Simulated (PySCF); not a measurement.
## Electronic structure of SiAs (doublet) in real space

```xyz
2

Si    0.0000    0.0000   -1.5829
As    0.0000    0.0000    0.5911
```

All numbers below come from PBE0/x2c-TZVPPall, spin-free X2C-1e, Gaussian nucleus, at a bond length of 2.174 Å in PySCF.

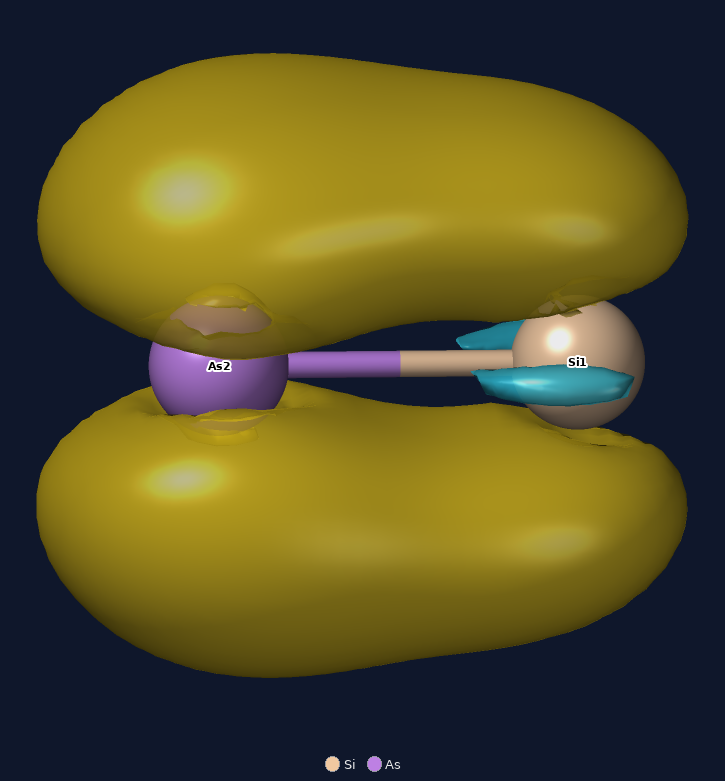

Figure 1. Isosurfaces of the spin density at +0.015 (yellow) and −0.015 e/Å³ (cyan), seen from one side.

Question: Describe the spin distribution.

Answer: The unpaired spin (1 electron) lies mostly on As2 (about 0.7) and Si1 (about 0.3), in electrons by Hirshfeld's partition.

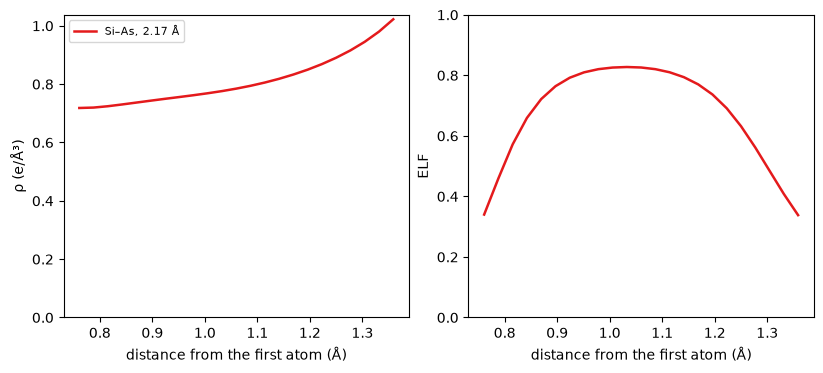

Figure 2. Electron density and ELF along straight lines between neighbouring atoms. The curves leave out the atomic cores.

Question: What can be read from the curves?

Answer: Si–As (2.17 Å): ρ is about 0.79 e/Å³ halfway; the ELF peaks at about 0.85 between the atoms (localised, covalent bonding).
